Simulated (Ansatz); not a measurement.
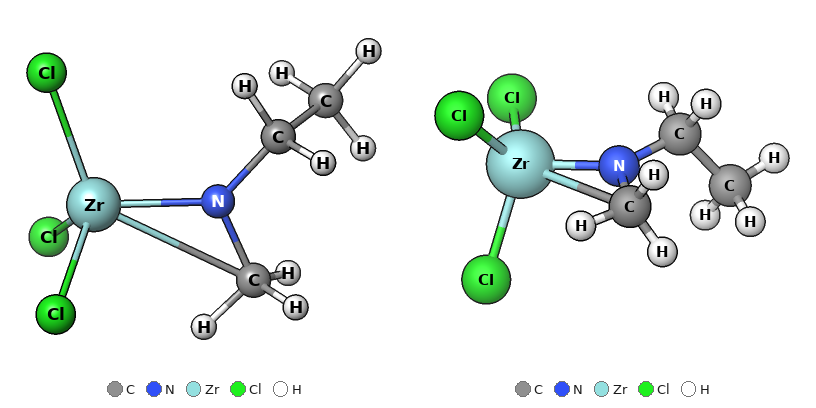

The same structure drawn twice, from different directions.

The species is neutral and a spin singlet.

Description:

Formula C3H8Cl3NZr. This geometry has C1 symmetry. Coordination, clear cases only: 2 C tetrahedral; 1 N trigonal planar.

The parts below concern this one geometry. Atoms keep their numbers from picture to picture. Computed geometry: PBE0-D4/def2-TZVP optimisation. No frequency run is at hand to confirm it as a minimum.

**Charges**

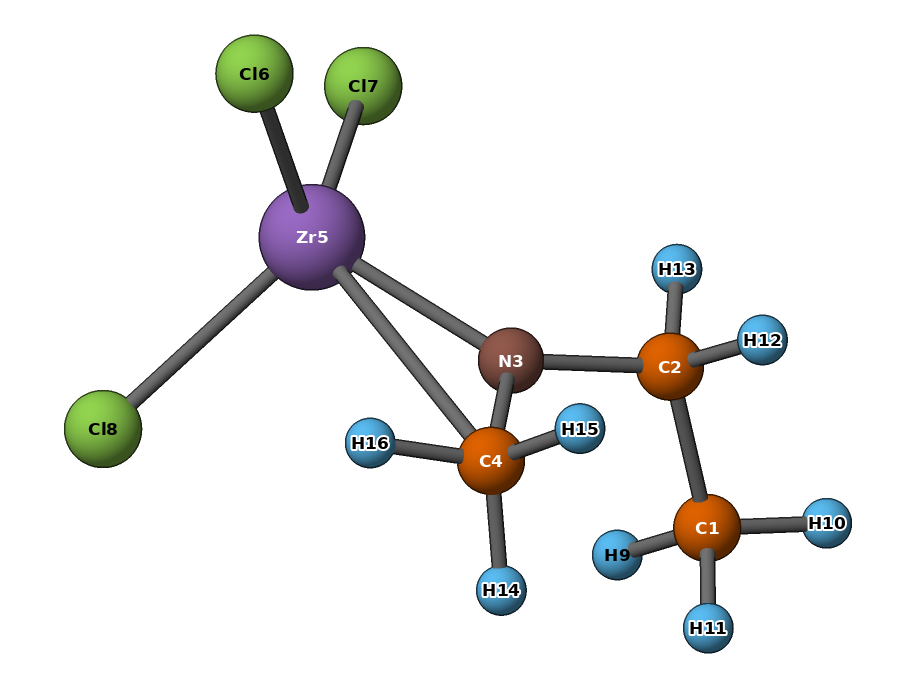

The questions are on Mulliken charges. No frequency run is at hand to confirm it as a minimum. Method: RKS PBE-D4/def2-TZVPP, core potentials on Zr (Ansatz 0.2.0).

Give the Mulliken charges atom by atom.

| atom | value (e) |
| --- | --- |
| C1 | −0.26 |
| C2 | −0.02 |
| N3 | −0.29 |
| C4 | −0.15 |
| Zr5 | 0.82 |
| Cl6 | −0.28 |
| Cl7 | −0.26 |
| Cl8 | −0.27 |
| H9 | 0.09 |
| H10 | 0.08 |
| H11 | 0.08 |
| H12 | 0.07 |
| H13 | 0.07 |
| H14 | 0.10 |
| H15 | 0.10 |
| H16 | 0.10 |

**Dipole moment**

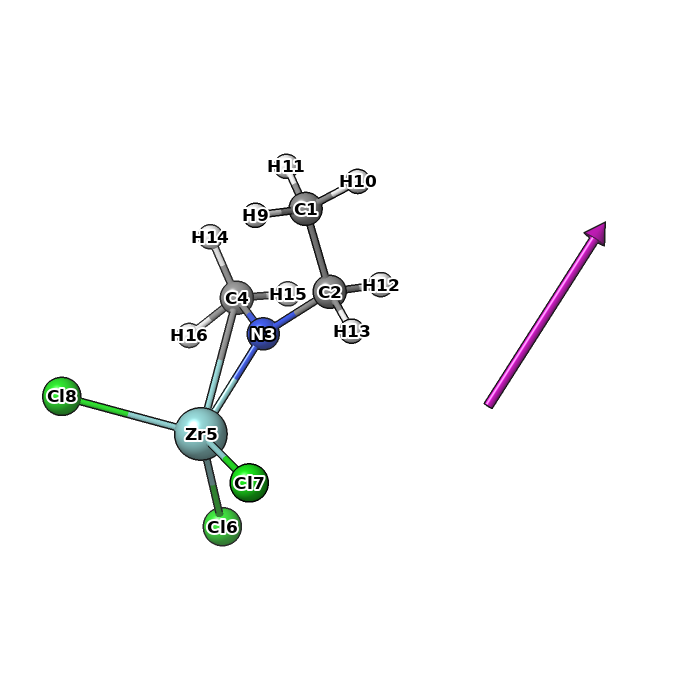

The arrow beside the molecule shows the direction of the dipole moment, from the negative to the positive end (its length means nothing). No frequency run is at hand to confirm it as a minimum. Level of theory: RKS PBE-D4/def2-TZVPP, core potentials on Zr (Ansatz 0.2.0).

How large is the dipole moment?

3.80 D; it points from the side of Cl6, Cl8 to the side of H10 (the outermost atoms at the two ends).

**Levels of theory compared**

No frequency run is at hand to confirm it as a minimum. Program: Ansatz 0.2.0.

Compare HOMO–LUMO gap (eV), HOMO energy (eV), vertical IP (eV) at these levels: B3LYP-D4/def2-TZVPP; PBE-D4/def2-TZVPP; PBE0-D4/def2-TZVPP; r2SCAN-D4/def2-TZVPP; ωB97M-V/def2-TZVPP; ωB97X-V/def2-TZVPP.

| level | HOMO–LUMO gap (eV) | HOMO energy (eV) | vertical IP (eV) |
| --- | --- | --- | --- |
| B3LYP-D4/def2-TZVPP | 5.05 | −7.17 | 8.98 |
| PBE-D4/def2-TZVPP | 3.38 | −6.13 | 8.74 |
| PBE0-D4/def2-TZVPP | 5.47 | −7.39 | 8.93 |
| r2SCAN-D4/def2-TZVPP | 3.77 | −6.38 | 8.78 |
| ωB97M-V/def2-TZVPP | 9.80 | −9.61 | 9.08 |
| ωB97X-V/def2-TZVPP | 9.96 | −9.72 | 9.10 |

Mulliken values depend strongly on the basis set and can even reverse the polarity of a bond.
